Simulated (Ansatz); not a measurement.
## Pressure series in CdS

Consider CdS in the zinc blende structure (space group F-43m, No. 216; a = 5.878 Å).

Cell and atoms are relaxed at each pressure.

Level of theory: r2SCAN (Ansatz, a first-principles code, PAW, scalar-relativistic without spin-orbit coupling).

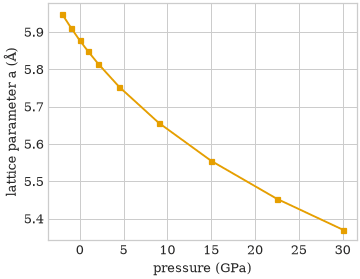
Figure. Lattice parameter a against pressure

```json
[
 {"pressure (GPa)": "-2", "lattice parameter a": "5.948 Å"},
 {"pressure (GPa)": "-1", "lattice parameter a": "5.912 Å"},
 {"pressure (GPa)": "0.9", "lattice parameter a": "5.850 Å"},
 {"pressure (GPa)": "2.1", "lattice parameter a": "5.815 Å"},
 {"pressure (GPa)": "4.5", "lattice parameter a": "5.753 Å"},
 {"pressure (GPa)": "9", "lattice parameter a": "5.657 Å"},
 {"pressure (GPa)": "15", "lattice parameter a": "5.555 Å"},
 {"pressure (GPa)": "22.5", "lattice parameter a": "5.453 Å"},
 {"pressure (GPa)": "30", "lattice parameter a": "5.371 Å"}
]
```

Load acts through the strain it causes; cell and atoms are relaxed under it. Whether these cells are dynamically stable was not tested. Tetrahedral semiconductors of this kind turn to denser phases somewhere between about 1 and 50 GPa; those were not computed, so compressed cells here can lie past the real transition.
